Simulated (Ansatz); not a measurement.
# One shape, several levels: SiH2 (SMILES [SiH2])

Aim: a comparison of 5 runs (BLYP/3-21G, PBE0/3-21G, HSE06/cc-pVDZ, CCSDTQ/3-21G, CCSDT/cc-pVDZ) of SiH2. 

The calculation is run with Ansatz 0.2.0.

61 further runs of the same task are left out: 61 set aside as unsound or not needed.

## 1. The system as given

SiH2 has 3 atoms, charge 0, and is taken as a singlet. SMILES: `[SiH2]`. The H2–Si1 distance was set to 3.814 Å, away from the relaxed value. At this shape a bond of the SMILES string is far longer than usual.

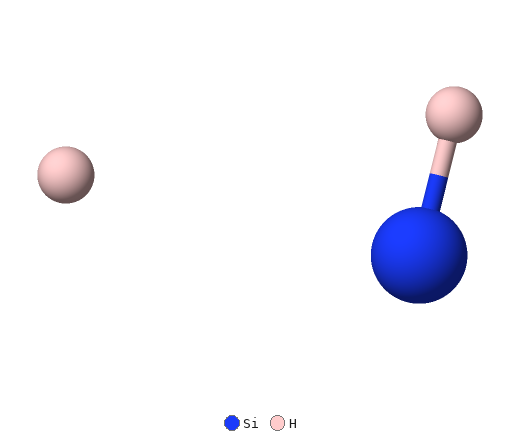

Viewed from a chosen angle; silicon blue, hydrogen pink.

## 2. A single-point energy at BLYP/3-21G (run 1)

The input, run.yaml:

```yaml
crystal:
  periodic: [false, false, false]
  atoms:
    - {symbol: Si, position_ang: [-2.488457, 0.303599, -1.317754]}
    - {symbol: H, position_ang: [0.840300, 0.578600, 0.522500]}
    - {symbol: H, position_ang: [-2.346357, -1.212201, -1.413054]}
basis:
  gaussian: {orbitals: 3-21G.json}
accuracy: high
hamiltonian: {xc: {name: BLYP}}
```

The basis set 3-21G is read from a file made from the Basis Set Exchange's data (not shown).

Command:

```bash
$ ansatz run run.yaml --threads 1 --pin off --max-ram 2610MiB --events-out events.jsonl --progress --plain --runs-dir runs
```

Log:

```text
Warning: RAYON_NUM_THREADS=1 ignored (pool sized by the plan → 1); use --threads N
Functional definition: BLYP
  name "BLYP"
  parameter beta = 0.0042
  parameter a = 0.04918
  parameter b = 0.132
  parameter c = 0.2533
  parameter d = 0.349
  exchange = b88_x(beta = beta)
  correlation = lyp_c(a = a, b = b, c = c, d = d)
316 factors; integrals over basis functions are off by at most 3.3e-9 eV
mean field evaluation 1: about -7856.5151 eV, gradient 2.1e1 eV
mean field evaluation 2: about -7847.1210 eV, gradient 3.1e1 eV
mean field evaluation 4: about -7855.5737 eV, gradient 2.0e1 eV
mean field evaluation 8: about -7861.9194 eV, gradient 2.3e-4 eV
mean field evaluation 16: about -7850.9285 eV, gradient 1.5e1 eV
mean field -7861.91942135 eV, -288.9202097341 hartree, gradient 2.7e-8 eV, S^2 0.000000; 1 other end points of the search recorded, 0 dependent functions left out
reference -7861.91946237 eV, -288.9202112417 hartree; 8, 8 occupied and 9, 9 virtual orbitals, 316 factors
Total energy: -7861.91946237 eV, -288.9202112417 hartree
```

Run time: 0.67 s. Hardware: 1 thread of Arm Neoverse V1, shared host.

## 3. The energy at PBE0/3-21G (run 2)

The input, molecule.yaml:

```yaml
crystal:
  periodic: [false, false, false]
  atoms:
    - {symbol: Si, position_ang: [-2.488457, 0.303599, -1.317754]}
    - {symbol: H, position_ang: [0.840300, 0.578600, 0.522500]}
    - {symbol: H, position_ang: [-2.346357, -1.212201, -1.413054]}
basis:
  gaussian:
    orbitals: 3-21G.json
accuracy: high
hamiltonian:
  xc: pbe0
```

The basis set 3-21G is read from a file made from the Basis Set Exchange's data (not shown).

Command:

```bash
$ ansatz run molecule.yaml --threads 1 --pin off --max-ram 2610MiB --events-out events.jsonl --progress --plain --runs-dir runs
```

Log:

```text
Warning: RAYON_NUM_THREADS=1 ignored (pool sized by the plan → 1); use --threads N
Functional definition: PBE0
  name "PBE0"
  parameter a = 0.25
  parameter kappa = 0.804
  parameter beta = 0.06672455060314922
  exchange = (1 - a)*pbe_x(kappa = kappa, mu = beta*pi^2/3) + a*exact_x
  correlation = pbe_c(beta = beta)
316 factors; integrals over basis functions are off by at most 3.3e-9 eV
mean field evaluation 1: about -7853.5648 eV, gradient 1.8e1 eV
mean field evaluation 2: about -7845.2461 eV, gradient 2.7e1 eV
mean field evaluation 4: about -7850.5625 eV, gradient 2.6e1 eV
mean field evaluation 8: about -7857.9498 eV, gradient 5.2e-4 eV
mean field evaluation 16: about -7857.5011 eV, gradient 7.2e0 eV
mean field -7857.94975818 eV, -288.7743273036 hartree, gradient 4.6e-8 eV, S^2 0.000000; 1 other end points of the search recorded, 0 dependent functions left out
reference -7857.94975989 eV, -288.7743273662 hartree; 8, 8 occupied and 9, 9 virtual orbitals, 316 factors
Total energy: -7857.94975989 eV, -288.7743273662 hartree
```

It took 0.65 s on 1 thread of Arm Neoverse V1, shared host.

## 4. The energy at HSE06/cc-pVDZ (run 3)

Changes to molecule.yaml since step 3:

```diff
@@ -8,5 +8,5 @@
   gaussian:
-    orbitals: 3-21G.json
+    orbitals: cc-pVDZ
+hamiltonian:
+  xc: {name: HSE06}
 accuracy: high
-hamiltonian:
-  xc: pbe0
```

Command:

```bash
$ ansatz run molecule.yaml --threads 1 --pin off --max-ram 2610MiB --events-out events.jsonl --progress --plain --runs-dir runs
```

Log:

```text
Warning: RAYON_NUM_THREADS=1 ignored (pool sized by the plan → 1); use --threads N
Functional definition: HSE06
  name "HSE06"
[... 1 set-up line as earlier in the session ...]
  parameter omega = 0.11/bohr
  exchange = pbe_x - a*pbe_x_sr(omega) + a*exact_x_sr(omega)
  correlation = pbe_c
507 factors; integrals over basis functions are off by at most 3.7e-9 eV
72 factors; integrals over basis functions are off by at most 2.5e-9 eV
mean field evaluation 1: about -7895.4741 eV, gradient 1.8e1 eV
mean field evaluation 2: about -7886.1023 eV, gradient 2.9e1 eV
mean field evaluation 4: about -7893.0483 eV, gradient 2.5e1 eV
mean field evaluation 8: about -7899.7364 eV, gradient 2.3e-4 eV
mean field evaluation 16: about -7889.2961 eV, gradient 1.5e1 eV
mean field -7899.73641835 eV, -290.3099587406 hartree, gradient 2.5e-8 eV, S^2 0.000000; 1 other end points of the search recorded, 0 dependent functions left out
reference -7899.73642110 eV, -290.3099588416 hartree; 8, 8 occupied and 20, 20 virtual orbitals, 507 factors
Total energy: -7899.73642110 eV, -290.3099588416 hartree
```

Run time: 1.2 s. Hardware: 1 thread of Arm Neoverse V1, shared host.

Run 4 isn't shown in full; the table further down has it.

## 5. The energy at CCSDT/cc-pVDZ (run 5)

The input, job.yaml:

```yaml
crystal:
  periodic: [false, false, false]
  atoms:
    - symbol: Si
      position_ang: [-2.488457, 0.303599, -1.317754]
    - symbol: H
      position_ang: [0.840300, 0.578600, 0.522500]
    - symbol: H
      position_ang: [-2.346357, -1.212201, -1.413054]
basis:
  gaussian:
    orbitals: cc-pVDZ
scf:
  omitted_lower_state_checks: [cluster_reference, increment]
correlation:
  method: ccsdt
  frozen_orbitals: {H: 0, Si: 5}
magnetization:
  spin_polarized: false
accuracy: high
```

Command:

```bash
$ ansatz run job.yaml --threads 1 --pin off --max-ram 2610MiB --events-out events.jsonl --progress --plain --runs-dir runs
```

Log:

```text
Warning: RAYON_NUM_THREADS=1 ignored (pool sized by the plan → 1); use --threads N
[... 14 lines left out ...]
5 core orbitals not correlated: weight in the atoms' cores, before any rotation towards them, 1.000 or more for the frozen orbitals, at most 0.000 for the correlated occupied ones
[... 36 lines left out ...]
WARN: these amplitudes may be one of several solutions (largest doubles amplitude 0.83, level shift 4.54 eV)
Total energy: -7891.90327972 eV, -290.0220962055 hartree
Checks for a lower state left out: cluster_reference, increment
```

Wall time 1.1 s (1 thread of Arm Neoverse V1, shared host).

## 6. The series

```
run          level  frozen core orbitals  energy (Eh)  wall time
  1     BLYP/3-21G                     –  -288.920211     0.67 s
  2     PBE0/3-21G                     –  -288.774327     0.65 s
  3  HSE06/cc-pVDZ                     –  -290.309959      1.2 s
  4   CCSDTQ/3-21G                     5  -288.451718      1.6 s
  5  CCSDT/cc-pVDZ                     5  -290.022096      1.1 s
```

## 7. Results

| quantity | value |
| --- | --- |
| run 5: total energy | -290.02210 Eh |
| run 5: correlation energy (5 core orbitals frozen) | -201.2 mEh |
| run 5: T1 diagnostic | 0.125 |

In words: Totals of different functionals can't be ranked against each other. In runs 4, 5 the log says that unrestricted orbitals would lower the reference, so the values rest on an unstable closed-shell determinant (other closed-shell runs at this shape may share the fault). In runs 1, 2, 3 a closed-shell determinant meets a far-stretched bond, which it describes badly. All runs together took 5.3 s, the longest 1.6 s.
